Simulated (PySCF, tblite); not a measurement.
# C₃H₈B₃N₃: geometry, infrared bands and NMR shifts

Aim: predict the infrared bands and NMR shifts of C₃H₈B₃N₃ (`C#CB1NBNB(C)N1`).

Programs: tblite 0.8.0 and PySCF 2.14.0, with density-fitted response routines of our own. Each step states its level of theory. These are calculated values for one molecule in the gas phase, unless marked as measured. Atoms are numbered from 0 throughout.

## (1) The molecule as given

17 atoms, charge 0, multiplicity 1; geometry from: force field or distance geometry start.

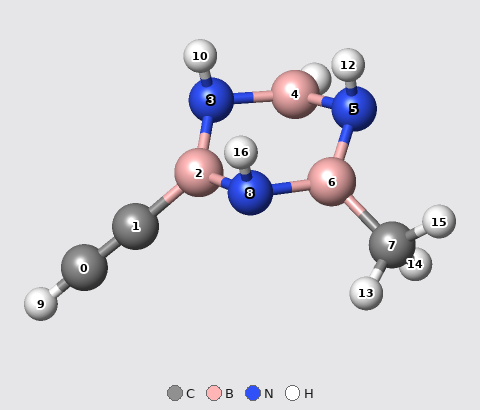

As it starts; carbon grey, boron pink, nitrogen blue, hydrogen white, atoms numbered.

## (2) Geometry optimisation with GFN2-xTB

What the job is given:

```
{"job": {"kind": "relax", "xc": "GFN2-xTB", "basis": "xTB"}, "charge": 0, "multiplicity": 1}
C      3.330700    -0.043200    -1.807600
C      2.422100    -0.085400    -1.011100
B      1.296400    -0.156700     0.026500
N      1.077000    -1.413200     0.845100
B     -0.414400    -1.758500     0.794500
N     -1.465600    -0.672700     1.042800
B     -1.065400     0.543000     0.194900
C     -2.147500     1.262000    -0.703200
N      0.378900     1.054700     0.223600
H      4.103900     0.002000    -2.509600
H      1.276400    -1.164100     1.844000
H     -0.760900    -2.863700     0.548100
H     -1.356300    -0.383400     2.054100
H     -1.689000     2.108800    -1.251400
H     -2.561000     0.540100    -1.440700
H     -2.981500     1.633100    -0.055100
H      0.549300     1.409300     1.195300
```

Launch:

```sh
$ OMP_NUM_THREADS=1 python probes_run.py task.json out
```

This one command runs all jobs of the session in turn.

Standard output:

```text
step      E/eV     max force
  0    -623.54477    2.054
  1    -623.77551    1.366
  2    -623.83922    4.541
  3    -623.94947    1.479
  4    -623.97484    0.341
  5    -623.98852    0.402
  6    -624.05094    1.032
  7    -624.09193    0.886
  8    -624.21470    1.071
  9    -624.32126    2.125
 10    -624.59434    2.752
 11    -625.32159    3.927
 12    -626.10740    3.362
 13    -625.78041    3.831
 14    -626.63870    1.454
 15    -626.90911    0.992
 16    -627.21869    1.985
 17    -627.39966    1.301
 18    -627.51064    0.683
 19    -627.56379    0.813
 20    -627.63353    0.757
 21    -627.70492    0.536
 22    -627.74731    0.496
 23    -627.76649    0.447
 24    -627.79226    0.476
 25    -627.82658    0.459
 26    -627.86135    0.454
 27    -627.88855    0.433
 28    -627.91183    0.434
 29    -627.93569    0.450
 30    -627.96500    0.486
 31    -627.99215    0.478
 32    -628.01330    0.430
 33    -628.03176    0.470
 34    -628.05532    0.422
 35    -628.08295    0.407
 36    -628.10194    0.323
 37    -628.11317    0.226
 38    -628.12384    0.271
 39    -628.13663    0.285
 40    -628.15033    0.621
 41    -628.16688    0.383
 42    -628.18383    0.290
 43    -628.19242    0.247
 44    -628.21118    0.381
 45    -628.22655    0.418
 46    -628.23477    0.291
 47    -628.24125    1.052
 48    -628.25194    0.407
 49    -628.26478    0.300
 50    -628.27317    0.563
 51    -628.27896    0.487
 52    -628.28466    0.217
 53    -628.29171    0.150
 54    -628.29874    0.386
 55    -628.30387    0.284
 56    -628.30841    0.350
 57    -628.31496    0.144
 58    -628.32040    0.209
 59    -628.32535    0.221
 60    -628.32991    0.164
 61    -628.33347    0.107
 62    -628.33495    0.085
 63    -628.33625    0.067
 64    -628.33699    0.060
 65    -628.33755    0.066
 66    -628.33807    0.089
 67    -628.33866    0.073
 68    -628.33920    0.062
 69    -628.33976    0.053
 70    -628.34041    0.066
 71    -628.34120    0.071
 72    -628.34209    0.067
 73    -628.34295    0.074
 74    -628.34373    0.076
 75    -628.34450    0.102
 76    -628.34531    0.105
 77    -628.34607    0.074
 78    -628.34665    0.058
 79    -628.34702    0.047
 80    -628.34727    0.037
 81    -628.34748    0.073
 82    -628.34769    0.037
 83    -628.34789    0.030
 84    -628.34804    0.028
 85    -628.34817    0.023
 86    -628.34826    0.020
 87    -628.34831    0.017
 88    -628.34837    0.020
 89    -628.34845    0.026
 90    -628.34855    0.023
 91    -628.34863    0.018
 92    -628.34867    0.014
 93    -628.34870    0.020
 94    -628.34875    0.027
 95    -628.34881    0.029
 96    -628.34889    0.019
 97    -628.34894    0.013
 98    -628.34896    0.008
```

Run time: 0.64 s. Hardware: 1 thread of Arm Neoverse V1, shared host; peak memory 0.18 GiB.

Step by step: (not every step is listed)

```tsv
step	energy from step 0 (eV)	largest force (eV/Å)
0	0.0000	2.0544
1	-0.2307	1.3661
2	-0.2944	4.5407
3	-0.4047	1.4791
4	-0.4301	0.3407
5	-0.4438	0.4017
6	-0.5062	1.0317
7	-0.5472	0.8858
8	-0.6699	1.0712
16	-3.6739	1.9853
24	-4.2475	0.4758
32	-4.4685	0.4305
40	-4.6056	0.6211
48	-4.7072	0.4066
56	-4.7636	0.3498
64	-4.7922	0.0600
72	-4.7973	0.0668
80	-4.8025	0.0371
88	-4.8036	0.0199
93	-4.8039	0.0203
94	-4.8040	0.0272
95	-4.8040	0.0286
96	-4.8041	0.0191
97	-4.8042	0.0130
98	-4.8042	0.0079
```

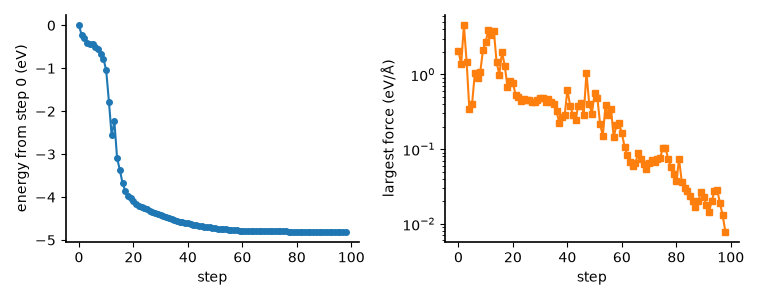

Energy and largest force along the relaxation.

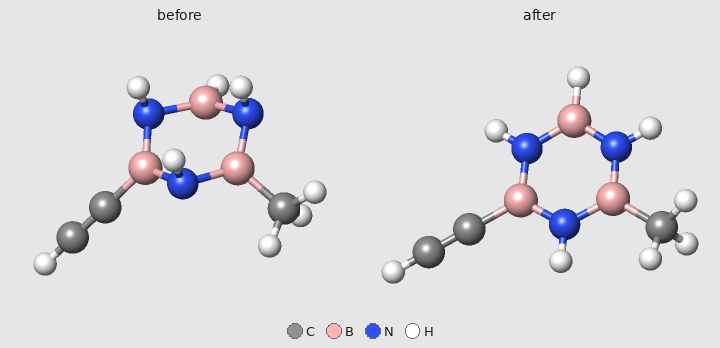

The geometry before (left) and after (right).

Distances of close pairs at the start and the end, largest changes first:

```tsv
bond	before (Å)	after (Å)	change (Å)
N3–B4	1.532	1.416	-0.116
B4–N5	1.532	1.416	-0.115
N5–B6	1.535	1.421	-0.114
B6–N8	1.533	1.419	-0.113
B2–N8	1.532	1.420	-0.112
B2–N3	1.516	1.421	-0.095
N5–H12	1.058	1.009	-0.049
N3–H10	1.049	1.008	-0.040
```

The end geometry stands in the next job.

## (3) Harmonic vibrations with GFN2-xTB

What the job is given:

```
{"job": {"kind": "ir", "xc": "GFN2-xTB", "basis": "xTB"}, "charge": 0, "multiplicity": 1}
C      3.739404     0.089399    -1.254571
C      2.644267    -0.081188    -0.787811
B      1.252390    -0.290945    -0.197299
N      0.964988    -1.395770     0.648785
B     -0.315733    -1.613338     1.212032
N     -1.325251    -0.670951     0.897919
B     -1.113882     0.456516     0.058743
C     -2.286691     1.476757    -0.285568
N      0.192470     0.612954    -0.473190
H      4.698127     0.236779    -1.662053
H      1.706279    -2.047776     0.854770
H     -0.531031    -2.533239     1.910249
H     -2.245369    -0.807417     1.287913
H     -1.916311     2.455866    -0.581381
H     -2.885437     1.101191    -1.114654
H     -2.967155     1.622525     0.550774
H      0.381938     1.400668    -1.074569
```

Standard output:

```text
mode    cm-1     km/mol
  1     -27.6      0.48
  2      93.0      0.01
  3     102.2      0.00
  4     136.2      0.01
  5     247.0      0.22
  6     256.8      0.50
  7     305.7      0.07
  8     384.0      0.04
  9     416.5      0.82
 10     436.8      0.19
 11     468.1      2.84
 12     564.5     33.16
 13     615.3      2.03
 14     677.3     17.37
 15     677.9      1.32
 16     696.1     31.11
 17     725.2     16.44
 18     738.3     52.39
 19     790.8      9.28
 20     813.7    196.03
 21     814.7      4.24
 22     875.1     64.35
 23     877.9     92.86
 24    1010.3     23.04
 25    1037.7      9.24
 26    1108.0      2.90
 27    1160.9      4.99
 28    1192.8      0.24
 29    1242.2      0.74
 30    1303.4     32.30
 31    1323.6     29.88
 32    1397.2     25.09
 33    1405.2    627.79
 34    1419.2    931.63
 35    1507.2      0.63
 36    1511.0      0.61
 37    2221.8     18.78
 38    2587.3    251.92
 39    3008.0     46.97
 40    3025.7     54.69
 41    3033.8     31.72
 42    3357.8      4.97
 43    3458.5      2.25
 44    3461.7      2.69
 45    3464.7      1.29
```

Wall time 0.56 s (1 thread of Arm Neoverse V1, shared host); peak memory 0.18 GiB.

The strongest bands and the atoms that carry them (share of the mass-weighted mode):

```tsv
cm⁻¹	km/mol	atoms
738	52.4	H16 35 %, H12 21 %, H10 18 %
814	196.0	H11 44 %, B4 19 %, H12 12 %, H10 12 %
875	64.3	H13 33 %, H14 21 %, C7 18 %
878	92.9	H15 35 %, C7 18 %, H14 17 %, B6 12 %
1405	627.8	N3 24 %, N5 21 %, B6 17 %, B2 15 %
1419	931.6	N8 27 %, B6 16 %, B2 14 %, B4 14 %
2587	251.9	H11 92 %
3026	54.7	H15 56 %, H13 35 %
```

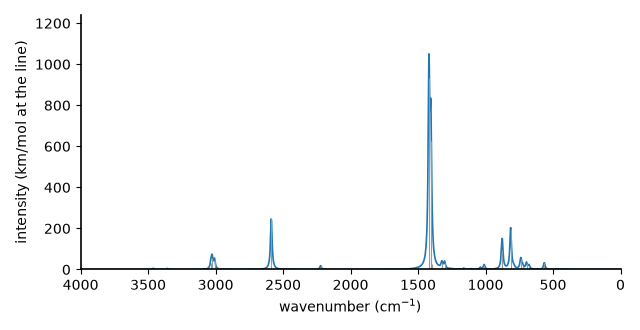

The infrared spectrum from these modes, unscaled. Lines are broadened to a width of 14 cm⁻¹ (Lorentzian).

## (4) Nuclear shieldings: PBE0/pcSseg-1

Same as in step 3 but for these lines:

```diff
@@ -1,2 +1,2 @@
-{"job": {"kind": "ir", "xc": "GFN2-xTB", "basis": "xTB"}, "charge": 0, "multiplicity": 1}
+{"job": {"kind": "nmr", "xc": "PBE0", "basis": "pcSseg-1"}, "charge": 0, "multiplicity": 1}
 C      3.739404     0.089399    -1.254571
```

Level: GIAO PBE0/pcSseg-1 NMR shielding, non-relativistic, gas phase.

Standard output:

```text
coarse grid: 14664 points
cycle   1  E = -357.5368442367  dE =  1.320e+00  |g| = 6.507e-01  |ddm| = 3.732e+00
cycle   2  E = -357.4965225317  dE =  4.032e-02  |g| = 7.887e-01  |ddm| = 1.146e+00
cycle   3  E = -357.6339244667  dE = -1.374e-01  |g| = 1.612e-01  |ddm| = 6.227e-01
cycle   4  E = -357.6396732961  dE = -5.749e-03  |g| = 5.938e-02  |ddm| = 1.381e-01
cycle   5  E = -357.6404350301  dE = -7.617e-04  |g| = 2.262e-02  |ddm| = 4.999e-02
cycle   6  E = -357.6405571906  dE = -1.222e-04  |g| = 2.727e-03  |ddm| = 1.658e-02
cycle   7  E = -357.6405588185  dE = -1.628e-06  |g| = 9.484e-04  |ddm| = 2.866e-03
final grid: 143200 points
cycle   8  E = -357.6815024671  dE = -4.420e-05  |g| = 9.662e-03  |ddm| = 3.164e-02
cycle   9  E = -357.6814925573  dE =  9.910e-06  |g| = 1.202e-02  |ddm| = 1.449e-02
cycle  10  E = -357.6815232356  dE = -3.068e-05  |g| = 1.094e-03  |ddm| = 7.688e-03
cycle  11  E = -357.6815234915  dE = -2.559e-07  |g| = 3.825e-04  |ddm| = 9.574e-04
cycle  12  E = -357.6815235172  dE = -2.565e-08  |g| = 2.186e-04  |ddm| = 3.799e-04
cycle  13  E = -357.6815235290  dE = -1.187e-08  |g| = 3.244e-05  |ddm| = 1.535e-04
cycle  14  E = -357.6815235293  dE = -2.563e-10  |g| = 1.005e-05  |ddm| = 3.281e-05
converged SCF energy = -357.6815235293

GIAO shielding tensors (ppm)
atom      isotropic    diamagn.    paramagn.     s11        s22        s33       span
  0 C       88.839     261.159    -172.320     11.860     18.535    236.123    224.262
  1 C       94.349     256.412    -162.063    -13.002      1.925    294.125    307.127
  2 B       79.964     195.251    -115.288     52.748     72.459    114.684     61.937
  3 N      123.336     322.965    -199.629    -13.921    152.901    231.028    244.949
  4 B       73.981     195.147    -121.166     46.049     59.763    116.132     70.083
  5 N      123.846     324.223    -200.377    -12.061    157.185    226.414    238.476
  6 B       69.212     192.306    -123.093     40.237     54.716    112.684     72.447
  7 C      184.418     252.951     -68.533    173.673    182.858    196.722     23.049
  8 N      121.211     325.804    -204.593    -10.900    157.342    217.190    228.090
  9 H       29.623      33.460      -3.837     24.735     25.232     38.904     14.169
 10 H       25.860      29.563      -3.704     21.100     26.761     29.717      8.618
 11 H       27.038      28.861      -1.823     24.163     27.607     29.345      5.182
 12 H       26.131      31.113      -4.982     21.333     27.347     29.715      8.382
 13 H       31.506      30.847       0.659     26.709     30.287     37.522     10.813
 14 H       31.087      29.647       1.441     27.837     28.061     37.365      9.527
 15 H       31.417      29.719       1.698     26.815     29.737     37.699     10.884
 16 H       26.006      33.302      -7.296     20.678     28.409     28.931      8.252
```

Run time: 57 s. Hardware: 1 thread of Arm Neoverse V1, shared host; peak memory 0.78 GiB.

Shifts follow as δ = σ(reference) − σ, with reference shieldings (ppm) from runs at the same level and on the same kind of geometry: 1H TMS 31.72, 13C TMS 186.9, 15N NH3 267.7, 11B BF3·OEt2 100.1. The references are single molecules in the gas phase, so shifts against H2O, NH3, PH3, H3PO4 or CFCl3 are not on the usual liquid scales and can be off by tens of ppm. Atoms listed in one row are averaged.

```tsv
atoms	environment	σ (ppm)	δ (ppm)	δ scaled to CDCl3
C0	terminal alkyne carbon	88.8	98.1	93.8
C1	alkyne carbon	94.3	92.6	88.4
C7	methyl carbon bonded to B	184.4	2.5	0.5
H10	hydrogen on a nitrogen bonded to 2 B, in a 6-membered ring	25.86	5.86	–
H16	hydrogen on a nitrogen bonded to 2 B, in a 6-membered ring	26.01	5.71	–
H12	hydrogen on a nitrogen bonded to 2 B, in a 6-membered ring	26.13	5.59	–
H11	hydrogen on a boron bonded to 2 N, in a 6-membered ring	27.04	4.68	–
H9	hydrogen on a terminal alkyne carbon	29.62	2.09	2.08
H13, H14, H15	hydrogen on a methyl carbon bonded to B	31.34	0.38	0.46
B6	boron bonded to C, 2 N, in a 6-membered ring	69.2	30.9	–
B4	boron bonded to 2 N, H, in a 6-membered ring	74.0	26.1	–
B2	boron bonded to C, 2 N, in a 6-membered ring	80.0	20.1	–
N8	nitrogen bonded to 2 B, H, in a 6-membered ring	121.2	146.5	–
N3	nitrogen bonded to 2 B, H, in a 6-membered ring	123.3	144.4	–
N5	nitrogen bonded to 2 B, H, in a 6-membered ring	123.8	143.9	–
```

The scaled column applies a straight-line fit of computed shieldings to shifts measured in CDCl3 (root-mean-square error 0.16 ppm for H, 1.9 ppm for C).

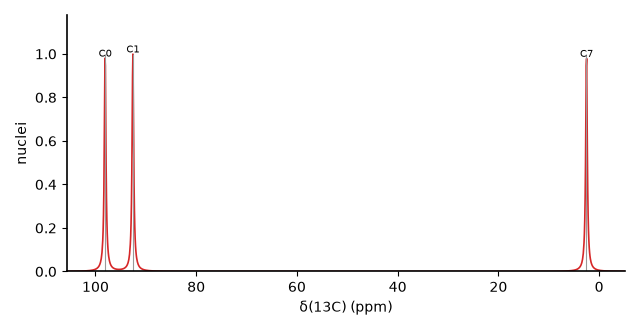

13C lines at the computed shifts, without couplings. Lines are broadened to a width of 0.38 ppm (Lorentzian).

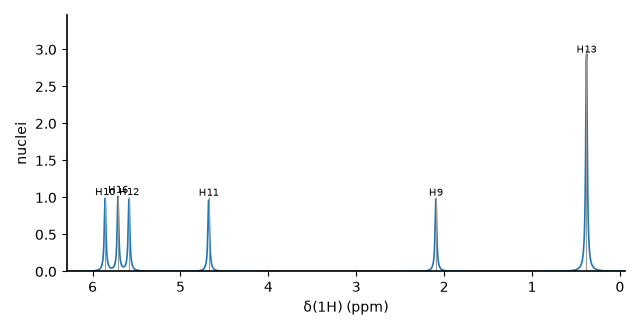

1H lines at the computed shifts, without couplings. Lines are broadened to a width of 0.02 ppm (Lorentzian).

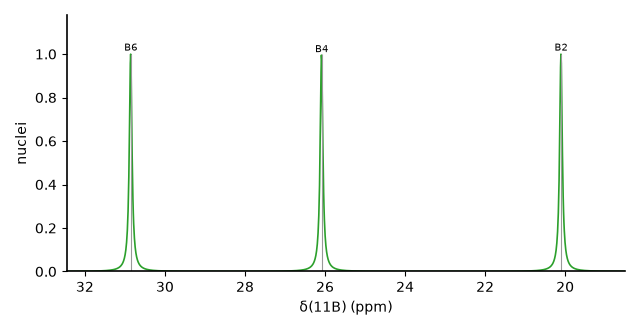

11B lines at the computed shifts, without couplings. Lines are broadened to a width of 0.08 ppm (Lorentzian).

The run also stored atomic charges by several schemes (e):

```tsv
atoms	Mulliken	IAO	Hirshfeld	ESP fit
C0	-0.26	-0.21	-0.10	-0.23
C1	-0.05	-0.14	-0.12	-0.43
B2	0.53	0.29	0.19	0.99
N3	-0.52	-0.45	-0.22	-0.90
B4	0.34	0.18	0.16	0.58
N5	-0.52	-0.45	-0.23	-0.89
B6	0.46	0.34	0.20	0.92
C7	-0.53	-0.58	-0.20	-0.78
N8	-0.52	-0.45	-0.22	-1.03
```

ESP fit charges:

C0 -0.23; C1 -0.43; B2 0.99; N3 -0.90; B4 0.58; N5 -0.89; B6 0.92; C7 -0.78; N8 -1.03; H9 0.27; H10 0.38; H11 -0.14; H12 0.37; H13 0.16; H14 0.17; H15 0.16; H16 0.40

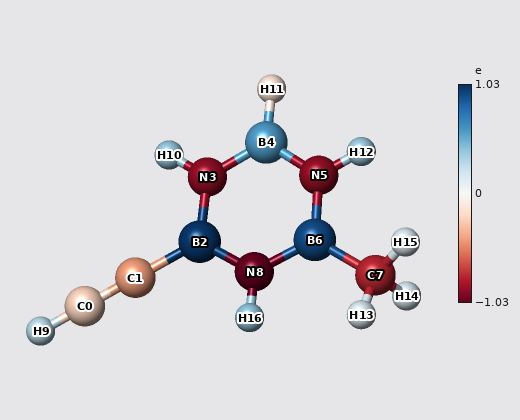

ESP fit charges, as colours on the atoms.

Mayer bond orders: C0–C1 2.54, C1–B2 0.94, B2–N3 1.16, N3–B4 1.15, B4–N5 1.17, N5–B6 1.16, B6–C7 1.02, B6–N8 1.14, N8–B2 1.16.

Ring of atoms B2, N3, B4, N5, B6, N8: NICS(0) -3.0, NICS(1) -3.3, NICS(1)zz -5.1 ppm (means of both faces).

## (5) Summary of results

| quantity | value |
| --- | --- |
| strongest single infrared mode (GFN2-xTB) | 1419 cm⁻¹, 932 km/mol |
| zero-point energy (GFN2-xTB) | 80.0 kcal/mol |
| 13C shifts against TMS (PBE0/pcSseg-1) | 98.1, 92.6, 2.5 ppm |
| 1H shifts against TMS (PBE0/pcSseg-1, means over atoms taken as alike) | 5.86, 5.71, 5.59, 4.68, 2.09, 0.38 ppm |
| 11B shifts against BF3·OEt2 (PBE0/pcSseg-1) | 30.9, 26.1, 20.1 ppm |
| 15N shifts against NH3 (PBE0/pcSseg-1) | 146.5, 144.4, 143.9 ppm |

**Reading.** Over 98 steps the energy fell by 4.804 eV; of the close pairs, N3–B4 changed most, 1.532 to 1.416 Å. The lowest mode is imaginary (28i cm⁻¹), so the xTB geometry is not a minimum. The strongest single mode, at 1419 cm⁻¹, has its largest shares on N8, B6, B2 and B4 (the list is cut at 4 atoms). GFN2-xTB is a fitted tight-binding method: band positions and strengths are rough. Its intensities can rank the bands wrongly. At PBE0/pcSseg-1: Shielding is most anisotropic at C1 (span 307 ppm, paramagnetic term -162 ppm).
